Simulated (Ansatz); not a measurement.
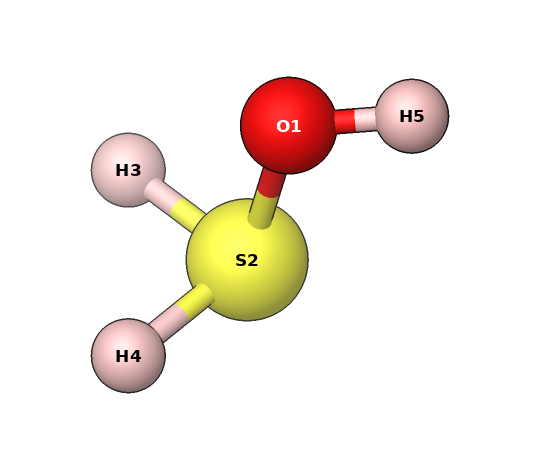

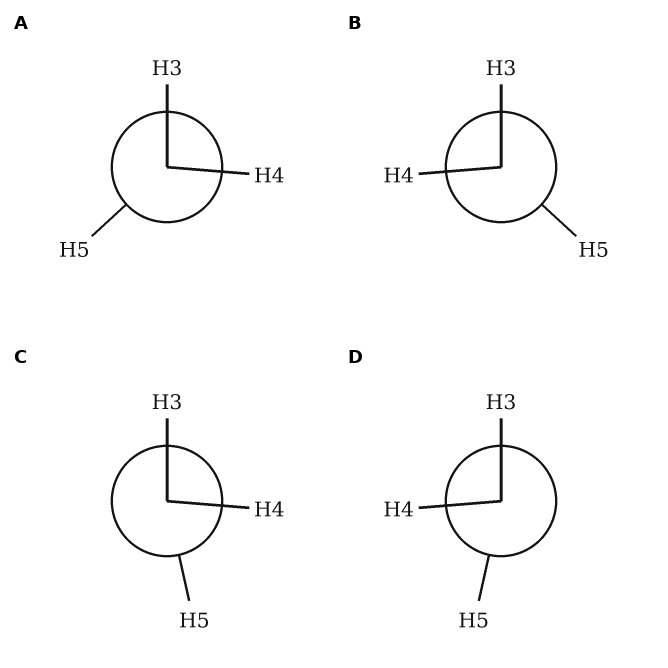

Depth is shown by fading: the farther an atom, the more it takes the colour of the background. Bonds that would overlap in a projection are set slightly apart. Charge +1, singlet. Computed geometry: PBE-D4/def2-SVP optimisation. No frequency run is at hand to confirm it as a minimum.

Which Newman projection shows the view along S2–O1, with S2 in front?

A. The torsion angle H3–S2–O1–H5 is −133°, anticlinal.
